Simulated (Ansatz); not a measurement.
Base system: PbSe in the rock salt structure (space group Fm-3m, No. 225; a = 6.178 Å). Axes: x, y, z lie along the cube axes.

Perturbation: the cell is compressed by 1.00 % along z with no lateral relaxation; the atoms relax in the strained cell.

Method: r2SCAN, PAW, 500 eV (Ansatz, a quantum-chemistry and plane-wave program; spin-orbit coupling left out).

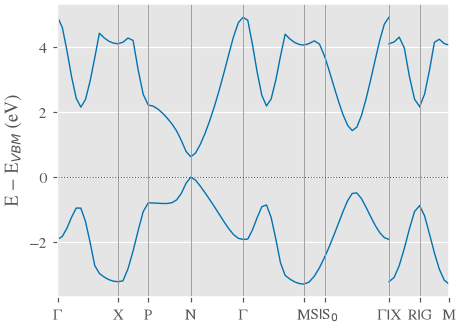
Figure. Highest valence and lowest conduction band along the path of the changed cell's own zone

Q: From the figure, how large is the changed gap, and is it direct?

A: About 0.6 eV, direct at N.

With Pb present, leaving out spin-orbit coupling can change the band edges. Stability against distortions was not tested. Labels are those of the standard path for the cell's own space group.
